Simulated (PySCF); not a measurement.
# C3H6BFO2: NMR shifts at several levels of theory, part 2 of 2

PySCF 2.14.0. Atoms count from 0. The steps go on from the part before.

## Step 8: NMR shieldings: CAM-B3LYP/pcSseg-1

What the job is given:

```
{"job": {"kind": "nmr", "xc": "CAM-B3LYP", "basis": "pcSseg-1", "pop": false}, "charge": 0, "multiplicity": 1}
C     -2.342434     0.937251     0.937987
C     -1.730757     0.070397     0.135929
O     -0.376121     0.008366     0.043629
B      0.273925    -0.838988    -0.807193
F     -0.422784    -1.654320    -1.594193
O      1.611999    -0.872903    -0.878764
C      2.442784    -0.059780    -0.087816
H     -1.774004     1.636959     1.554175
H     -3.431314     0.953822     0.984189
H     -2.273451    -0.642373    -0.494182
H      3.184053     0.428956    -0.737351
H      2.982028    -0.682488     0.642951
H      1.871063     0.709584     0.452040
```

Level: GIAO CAM-B3LYP/pcSseg-1 NMR shielding, non-relativistic, gas phase.

Standard output:

```text
coarse grid: 11328 points
cycle   1  E = -392.8066127145  dE =  1.085e+00  |g| = 8.841e-01  |ddm| = 3.024e+00
cycle   2  E = -392.7773652566  dE =  2.925e-02  |g| = 1.029e+00  |ddm| = 9.339e-01
cycle   3  E = -392.9418309076  dE = -1.645e-01  |g| = 5.397e-02  |ddm| = 5.019e-01
cycle   4  E = -392.9422183964  dE = -3.875e-04  |g| = 3.591e-02  |ddm| = 4.771e-02
cycle   5  E = -392.9424319961  dE = -2.136e-04  |g| = 9.050e-03  |ddm| = 2.205e-02
cycle   6  E = -392.9424445320  dE = -1.254e-05  |g| = 2.351e-03  |ddm| = 5.996e-03
cycle   7  E = -392.9424457282  dE = -1.196e-06  |g| = 3.820e-04  |ddm| = 1.735e-03
final grid: 111088 points
cycle   8  E = -393.0185379387  dE = -3.925e-05  |g| = 3.763e-03  |ddm| = 1.188e-02
cycle   9  E = -393.0185383524  dE = -4.138e-07  |g| = 3.671e-03  |ddm| = 4.033e-03
cycle  10  E = -393.0185409049  dE = -2.552e-06  |g| = 5.200e-04  |ddm| = 2.006e-03
cycle  11  E = -393.0185409439  dE = -3.901e-08  |g| = 2.125e-04  |ddm| = 3.829e-04
cycle  12  E = -393.0185409525  dE = -8.564e-09  |g| = 2.372e-05  |ddm| = 1.301e-04
cycle  13  E = -393.0185409526  dE = -1.056e-10  |g| = 9.689e-06  |ddm| = 2.011e-05
converged SCF energy = -393.0185409526

GIAO shielding tensors (ppm)
atom      isotropic    diamagn.    paramagn.     s11        s22        s33       span
  0 C       78.655     253.887    -175.232    -31.121    108.654    158.433    189.554
  1 C       27.907     250.569    -222.662    -91.007     66.045    108.681    199.688
  2 O      181.430     399.768    -218.338    104.708    140.392    299.190    194.482
  3 B       83.947     198.498    -114.551     71.510     79.596    100.735     29.225
  4 F      316.033     470.974    -154.941    200.283    349.533    398.283    198.000
  5 O      267.919     393.226    -125.307    148.031    318.107    337.620    189.588
  6 C      129.874     244.423    -114.550    101.041    106.975    181.605     80.565
  7 H       26.319      31.208      -4.889     23.634     24.842     30.480      6.846
  8 H       26.822      27.522      -0.700     24.848     25.688     29.931      5.083
  9 H       24.470      29.695      -5.226     20.850     23.306     29.253      8.403
 10 H       27.717      28.055      -0.338     23.655     25.640     33.857     10.202
 11 H       27.724      28.551      -0.826     23.828     25.441     33.904     10.077
 12 H       27.119      31.466      -4.347     22.446     27.438     31.472      9.026
```

It took 12 s on 1 thread of Intel Xeon 6975P-C, shared host; peak memory 0.81 GiB.

Key values: δ C1 154.5, C0 103.8, C6 52.6, O2 157.1, H9 6.86, H7 5.01 ppm.

## Step 9: Shielding tensors: B3LYP/pcSseg-1

The job, as its differences from that of step 8:

```diff
@@ -1,2 +1,2 @@
-{"job": {"kind": "nmr", "xc": "CAM-B3LYP", "basis": "pcSseg-1", "pop": false}, "charge": 0, "multiplicity": 1}
+{"job": {"kind": "nmr", "xc": "B3LYP", "basis": "pcSseg-1", "pop": false}, "charge": 0, "multiplicity": 1}
 C     -2.342434     0.937251     0.937987
```

With the program's defaults for keys left out, this is: GIAO B3LYP/pcSseg-1 NMR shielding, non-relativistic, gas phase.

Standard output:

```text
coarse grid: 11328 points
cycle   1  E = -392.9557263387  dE =  9.475e-01  |g| = 9.286e-01  |ddm| = 3.083e+00
cycle   2  E = -392.7946119054  dE =  1.611e-01  |g| = 1.347e+00  |ddm| = 1.244e+00
cycle   3  E = -393.0995006677  dE = -3.049e-01  |g| = 1.055e-01  |ddm| = 7.819e-01
cycle   4  E = -393.1012376450  dE = -1.737e-03  |g| = 5.221e-02  |ddm| = 8.541e-02
cycle   5  E = -393.1016608172  dE = -4.232e-04  |g| = 1.205e-02  |ddm| = 3.071e-02
cycle   6  E = -393.1016839361  dE = -2.312e-05  |g| = 4.553e-03  |ddm| = 9.331e-03
cycle   7  E = -393.1016879093  dE = -3.973e-06  |g| = 1.296e-03  |ddm| = 3.234e-03
final grid: 111088 points
cycle   8  E = -393.1763502045  dE = -4.479e-05  |g| = 6.543e-03  |ddm| = 1.754e-02
cycle   9  E = -393.1763402684  dE =  9.936e-06  |g| = 9.784e-03  |ddm| = 8.844e-03
cycle  10  E = -393.1763582997  dE = -1.803e-05  |g| = 1.256e-03  |ddm| = 5.832e-03
cycle  11  E = -393.1763586512  dE = -3.515e-07  |g| = 2.002e-04  |ddm| = 9.754e-04
cycle  12  E = -393.1763586557  dE = -4.543e-09  |g| = 1.471e-04  |ddm| = 2.046e-04
cycle  13  E = -393.1763586600  dE = -4.315e-09  |g| = 2.244e-05  |ddm| = 9.682e-05
cycle  14  E = -393.1763586601  dE = -1.119e-10  |g| = 4.564e-06  |ddm| = 2.014e-05
converged SCF energy = -393.1763586601

GIAO shielding tensors (ppm)
atom      isotropic    diamagn.    paramagn.     s11        s22        s33       span
  0 C       78.451     253.908    -175.458    -26.506    106.887    154.971    181.477
  1 C       27.305     250.382    -223.076    -85.536     62.459    104.994    190.530
  2 O      170.365     399.652    -229.287     91.879    126.236    292.980    201.101
  3 B       83.215     198.624    -115.409     71.182     78.398    100.065     28.883
  4 F      312.120     470.983    -158.864    195.105    345.600    395.654    200.549
  5 O      259.621     392.967    -133.347    140.260    307.571    331.032    190.772
  6 C      126.191     244.635    -118.444     97.236    103.486    177.853     80.617
  7 H       26.486      31.402      -4.917     23.879     25.087     30.491      6.612
  8 H       26.977      27.644      -0.667     25.090     25.876     29.964      4.874
  9 H       24.540      29.822      -5.282     20.969     23.405     29.245      8.276
 10 H       27.782      28.086      -0.304     23.803     25.725     33.819     10.017
 11 H       27.780      28.603      -0.823     23.960     25.510     33.870      9.909
 12 H       27.164      31.687      -4.523     22.588     27.371     31.533      8.945
```

It took 8.9 s on 1 thread of Intel Xeon 6975P-C, shared host; peak memory 0.84 GiB.

Key values: δ C1 151.9, C0 100.8, C6 53.0, O2 163.7, H9 6.84, H7 4.90 ppm.

## Step 10: NMR shieldings: WP04/pcSseg-1

The job, as its differences from that of step 9:

```diff
@@ -1,2 +1,2 @@
-{"job": {"kind": "nmr", "xc": "B3LYP", "basis": "pcSseg-1", "pop": false}, "charge": 0, "multiplicity": 1}
+{"job": {"kind": "nmr", "xc": "WP04", "basis": "pcSseg-1", "pop": false}, "charge": 0, "multiplicity": 1}
 C     -2.342434     0.937251     0.937987
```

With the program's defaults for keys left out, this is: GIAO WP04/pcSseg-1 NMR shielding, non-relativistic, gas phase.

Standard output:

```text
coarse grid: 11328 points
cycle   1  E = -401.0236494772  dE =  9.452e-01  |g| = 1.355e+00  |ddm| = 3.154e+00
cycle   2  E = -400.6242203785  dE =  3.994e-01  |g| = 2.014e+00  |ddm| = 1.778e+00
cycle   3  E = -401.3130284199  dE = -6.888e-01  |g| = 1.882e-01  |ddm| = 1.200e+00
cycle   4  E = -401.3189260038  dE = -5.898e-03  |g| = 8.308e-02  |ddm| = 1.394e-01
cycle   5  E = -401.3199657706  dE = -1.040e-03  |g| = 2.213e-02  |ddm| = 4.714e-02
cycle   6  E = -401.3200495407  dE = -8.377e-05  |g| = 5.765e-03  |ddm| = 1.577e-02
cycle   7  E = -401.3200558928  dE = -6.352e-06  |g| = 1.599e-03  |ddm| = 3.767e-03
final grid: 111088 points
cycle   8  E = -401.4134422682  dE = -7.359e-05  |g| = 1.050e-02  |ddm| = 2.640e-02
cycle   9  E = -401.4134142918  dE =  2.798e-05  |g| = 1.645e-02  |ddm| = 1.341e-02
cycle  10  E = -401.4134622285  dE = -4.794e-05  |g| = 1.799e-03  |ddm| = 8.666e-03
cycle  11  E = -401.4134629208  dE = -6.923e-07  |g| = 3.652e-04  |ddm| = 1.370e-03
cycle  12  E = -401.4134629382  dE = -1.746e-08  |g| = 2.463e-04  |ddm| = 3.872e-04
cycle  13  E = -401.4134629526  dE = -1.440e-08  |g| = 4.318e-05  |ddm| = 1.843e-04
cycle  14  E = -401.4134629531  dE = -4.355e-10  |g| = 8.738e-06  |ddm| = 3.771e-05
converged SCF energy = -401.4134629531

GIAO shielding tensors (ppm)
atom      isotropic    diamagn.    paramagn.     s11        s22        s33       span
  0 C       70.786     255.029    -184.243    -33.242     95.965    149.636    182.878
  1 C       21.449     251.353    -229.904    -89.122     55.679     97.790    186.912
  2 O      172.053     402.148    -230.094     90.964    138.042    287.153    196.189
  3 B       81.081     199.442    -118.361     69.005     75.333     98.905     29.901
  4 F      321.371     473.338    -151.968    207.841    358.076    398.195    190.354
  5 O      253.533     394.219    -140.685    144.835    298.435    317.330    172.495
  6 C      117.748     245.778    -128.030     89.753     95.549    167.943     78.190
  7 H       26.806      31.913      -5.108     24.250     25.365     30.802      6.551
  8 H       27.216      27.524      -0.308     25.486     26.153     30.010      4.524
  9 H       24.939      30.132      -5.193     21.414     23.806     29.597      8.183
 10 H       28.117      27.966       0.151     24.363     26.064     33.923      9.559
 11 H       28.104      28.652      -0.549     24.519     25.852     33.939      9.420
 12 H       27.494      32.643      -5.149     23.001     27.740     31.741      8.741
```

Wall time 9.1 s (1 thread of Intel Xeon 6975P-C, shared host); peak memory 0.84 GiB.

Key values: δ C1 151.0, C0 101.7, C6 54.7, O2 145.5, H9 6.62, H7 4.76 ppm.

## Step 11: Nuclear shieldings: PBE0/6-31G

The job, as its differences from that of step 10:

```diff
@@ -1,2 +1,2 @@
-{"job": {"kind": "nmr", "xc": "WP04", "basis": "pcSseg-1", "pop": false}, "charge": 0, "multiplicity": 1}
+{"job": {"kind": "nmr", "xc": "PBE0", "basis": "6-31G", "pop": true}, "charge": 0, "multiplicity": 1}
 C     -2.342434     0.937251     0.937987
```

Level: GIAO PBE0/6-31G NMR shielding, non-relativistic, gas phase.

Standard output:

```text
coarse grid: 11328 points
cycle   1  E = -392.5528037723  dE =  1.089e+00  |g| = 8.118e-01  |ddm| = 3.434e+00
cycle   2  E = -392.4545979405  dE =  9.821e-02  |g| = 1.105e+00  |ddm| = 1.384e+00
cycle   3  E = -392.6816383925  dE = -2.270e-01  |g| = 7.941e-02  |ddm| = 7.916e-01
cycle   4  E = -392.6827123310  dE = -1.074e-03  |g| = 4.050e-02  |ddm| = 9.333e-02
cycle   5  E = -392.6830105697  dE = -2.982e-04  |g| = 1.061e-02  |ddm| = 3.367e-02
cycle   6  E = -392.6830360893  dE = -2.552e-05  |g| = 2.316e-03  |ddm| = 1.007e-02
cycle   7  E = -392.6830370773  dE = -9.880e-07  |g| = 9.642e-04  |ddm| = 2.684e-03
final grid: 111088 points
cycle   8  E = -392.6381540683  dE = -5.854e-06  |g| = 9.859e-03  |ddm| = 1.703e-02
cycle   9  E = -392.6381343455  dE =  1.972e-05  |g| = 1.431e-02  |ddm| = 1.624e-02
cycle  10  E = -392.6381736492  dE = -3.930e-05  |g| = 1.247e-03  |ddm| = 1.013e-02
cycle  11  E = -392.6381740306  dE = -3.814e-07  |g| = 2.471e-04  |ddm| = 1.267e-03
cycle  12  E = -392.6381740435  dE = -1.292e-08  |g| = 7.193e-05  |ddm| = 2.433e-04
cycle  13  E = -392.6381740446  dE = -1.082e-09  |g| = 2.895e-05  |ddm| = 8.798e-05
cycle  14  E = -392.6381740448  dE = -1.751e-10  |g| = 8.168e-06  |ddm| = 2.784e-05
converged SCF energy = -392.6381740448

GIAO shielding tensors (ppm)
atom      isotropic    diamagn.    paramagn.     s11        s22        s33       span
  0 C      101.239     258.586    -157.347      6.971    120.657    176.089    169.118
  1 C       60.519     249.135    -188.616    -43.765     93.370    131.951    175.715
  2 O      189.316     404.579    -215.263    103.589    148.597    315.760    212.171
  3 B      102.224     199.209     -96.985     91.030     97.469    118.174     27.145
  4 F      317.310     470.903    -153.593    190.791    342.689    418.451    227.660
  5 O      265.255     398.434    -133.179    144.116    310.895    340.755    196.639
  6 C      150.302     244.802     -94.499    124.035    129.900    196.972     72.937
  7 H       27.479      31.596      -4.117     24.727     26.058     31.652      6.925
  8 H       27.825      28.369      -0.544     25.989     26.937     30.550      4.561
  9 H       25.485      28.033      -2.548     21.646     25.264     29.545      7.899
 10 H       28.756      28.963      -0.207     24.440     26.659     35.169     10.729
 11 H       28.771      28.995      -0.224     24.605     26.496     35.212     10.607
 12 H       28.195      29.422      -1.227     22.783     28.855     32.946     10.163
```

Run time: 5.1 s. Hardware: 1 thread of Intel Xeon 6975P-C, shared host; peak memory 0.48 GiB.

Key values: δ C1 139.0, C0 98.3, C6 49.2, O2 129.2, H9 7.13, H7 5.13 ppm.

## Step 12: NMR shieldings: PBE0/STO-3G

The job, as its differences from that of step 11:

```diff
@@ -1,2 +1,2 @@
-{"job": {"kind": "nmr", "xc": "PBE0", "basis": "6-31G", "pop": true}, "charge": 0, "multiplicity": 1}
+{"job": {"kind": "nmr", "xc": "PBE0", "basis": "STO-3G", "pop": true}, "charge": 0, "multiplicity": 1}
 C     -2.342434     0.937251     0.937987
```

Method: GIAO PBE0/STO-3G NMR shielding, non-relativistic, gas phase.

Standard output:

```text
coarse grid: 11328 points
cycle   1  E = -387.4542548917  dE =  1.176e+00  |g| = 6.580e-01  |ddm| = 4.684e+00
cycle   2  E = -387.4701657585  dE = -1.591e-02  |g| = 6.744e-01  |ddm| = 1.638e+00
cycle   3  E = -387.5983511782  dE = -1.282e-01  |g| = 7.307e-02  |ddm| = 8.120e-01
cycle   4  E = -387.5998356952  dE = -1.485e-03  |g| = 3.071e-02  |ddm| = 1.355e-01
cycle   5  E = -387.6000977718  dE = -2.621e-04  |g| = 9.554e-03  |ddm| = 4.510e-02
cycle   6  E = -387.6001251186  dE = -2.735e-05  |g| = 2.411e-03  |ddm| = 1.540e-02
cycle   7  E = -387.6001270465  dE = -1.928e-06  |g| = 2.800e-04  |ddm| = 3.353e-03
final grid: 111088 points
cycle   8  E = -387.5532636081  dE = -5.966e-06  |g| = 6.783e-03  |ddm| = 1.882e-02
cycle   9  E = -387.5532611434  dE =  2.465e-06  |g| = 7.365e-03  |ddm| = 1.701e-02
cycle  10  E = -387.5532768090  dE = -1.567e-05  |g| = 7.311e-04  |ddm| = 9.436e-03
cycle  11  E = -387.5532769782  dE = -1.692e-07  |g| = 1.468e-04  |ddm| = 1.074e-03
cycle  12  E = -387.5532769842  dE = -6.001e-09  |g| = 4.302e-05  |ddm| = 2.265e-04
cycle  13  E = -387.5532769848  dE = -6.230e-10  |g| = 5.801e-06  |ddm| = 6.917e-05
converged SCF energy = -387.5532769848

GIAO shielding tensors (ppm)
atom      isotropic    diamagn.    paramagn.     s11        s22        s33       span
  0 C      145.781     254.066    -108.285     65.106    155.952    216.284    151.178
  1 C      115.538     255.002    -139.463     42.681    131.590    172.344    129.663
  2 O      273.782     382.579    -108.797    155.707    235.013    430.626    274.919
  3 B      121.007     207.061     -86.054    113.293    117.575    132.152     18.859
  4 F      371.770     454.457     -82.687    256.287    299.116    559.909    303.622
  5 O      335.892     375.701     -39.809    213.739    357.553    436.384    222.645
  6 C      186.801     246.251     -59.450    165.066    167.510    227.828     62.761
  7 H       28.031      31.824      -3.793     25.617     25.647     32.828      7.210
  8 H       28.129      29.366      -1.236     26.400     26.461     31.528      5.128
  9 H       26.854      31.426      -4.572     23.498     27.094     29.970      6.472
 10 H       30.115      28.617       1.498     26.105     27.215     37.025     10.920
 11 H       30.151      29.221       0.930     26.409     27.152     36.892     10.483
 12 H       29.681      32.620      -2.939     24.271     30.137     34.635     10.364
```

Run time: 2.6 s. Hardware: 1 thread of Intel Xeon 6975P-C, shared host; peak memory 0.37 GiB.

Key values: δ C1 119.2, C0 88.9, C6 47.9, O2 67.9, H9 5.75, H7 4.57 ppm.

## Step 13: Side by side: NMR shifts

Shifts (ppm) of some atoms, chosen among heavy atoms and hydrogens apart, means over like atoms, with basis size and wall time:

| run | C1 | C0 | H9 | H10 | O2 | O5 | F4 | functions | time |
| --- | --- | --- | --- | --- | --- | --- | --- | --- | --- |
| BLYP/pcSseg-1 | 150.3 | 97.9 | 6.86 | 3.87 | 177.6 | 85.3 | -155.1 | 149 | 13 s |
| BHandHLYP/pcSseg-1 | 152.9 | 103.1 | 6.82 | 3.74 | 144.9 | 60.5 | -122.6 | 149 | 8.7 s |
| PBE0/pcSseg-1 | 151.3 | 101.3 | 6.88 | 3.78 | 159.4 | 69.5 | -137.0 | 149 | 8.9 s |
| B97-D/pcSseg-1 | 145.4 | 95.1 | 6.86 | 3.85 | 163.5 | 74.0 | -155.0 | 149 | 13 s |
| mPW1PW91/pcSseg-1 | 151.3 | 101.5 | 6.87 | 3.77 | 158.0 | 69.0 | -136.9 | 149 | 9 s |
| CAM-B3LYP/pcSseg-1 | 154.5 | 103.8 | 6.86 | 3.81 | 157.1 | 70.6 | -126.9 | 149 | 12 s |
| B3LYP/pcSseg-1 | 151.9 | 100.8 | 6.84 | 3.81 | 163.7 | 74.4 | -140.2 | 149 | 8.9 s |
| WP04/pcSseg-1 | 151.0 | 101.7 | 6.62 | 3.66 | 145.5 | 64.0 | -144.4 | 149 | 9.1 s |
| PBE0/6-31G | 139.0 | 98.3 | 7.13 | 4.04 | 129.2 | 53.2 | -139.9 | 75 | 5.1 s |
| PBE0/STO-3G | 119.2 | 88.9 | 5.75 | 2.62 | 67.9 | 5.8 | -67.4 | 41 | 2.6 s |

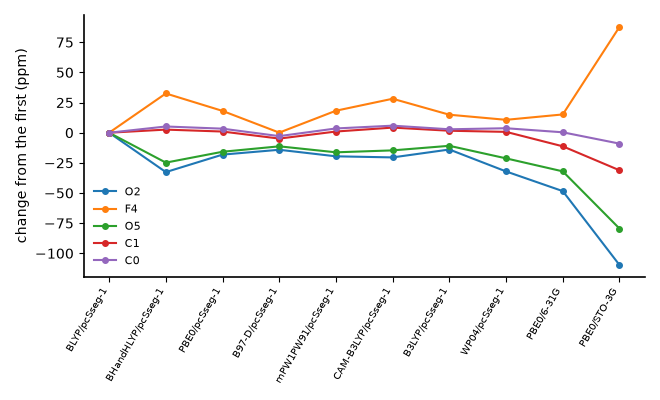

How five of the tabulated atoms move from run to run.

## Step 14: Summary of results

The summary covers parts 1 to 2.

| quantity | value |
| --- | --- |
| point group | C1 |
| rotational constants (main isotopes) | 4.57, 1.70, 1.25 GHz |
| 13C shifts against TMS (BLYP/pcSseg-1) | 150.3, 97.9, 54.3 ppm |
| 1H shifts against TMS (BLYP/pcSseg-1, means over atoms taken as alike) | 6.86, 4.77, 4.29, 3.87 ppm |
| 17O shifts against H2O (BLYP/pcSseg-1) | 177.6, 85.3 ppm |
| 11B shifts against BF3·OEt2 (BLYP/pcSseg-1) | 13.2 ppm |
| 19F shifts against CFCl3 (BLYP/pcSseg-1) | -155.1 ppm |
| range of the shift of O2 (minimal bases aside) | 129.2 to 177.6 ppm |
| property runs in this session | 10, of which 0 failed and 1 gave unsound results |

In words: Single values in the summary come from the first sound run of each kind (BLYP/pcSseg-1), which need not be the best level. The start of the PBE0/def2-SVP relaxation was shaken at random by about 0.01 Å, so part of the energy gained, and of the first lengths quoted, undoes that. Relaxing lowered the energy by 0.176 eV in 8 steps; the close pair that moved most is B3–O5, from 1.296 to 1.340 Å. The most deshielded carbon is C1 (alkene carbon bearing oxygen), at 150.3 ppm: an sp2 carbon further deshielded by the attached heteroatom. The most deshielded hydrogen is H9 (hydrogen on an alkene carbon bearing oxygen), at 6.86 ppm: attached to an sp2 carbon and in the plane of the double bond. Leaving out the minimal-basis runs, which are unusable for shieldings: In ppm, O2 moves most: its shift spreads over 48.4 ppm, from 129.2 (PBE0/6-31G) to 177.6 (BLYP/pcSseg-1). Part of that comes from the computed reference.
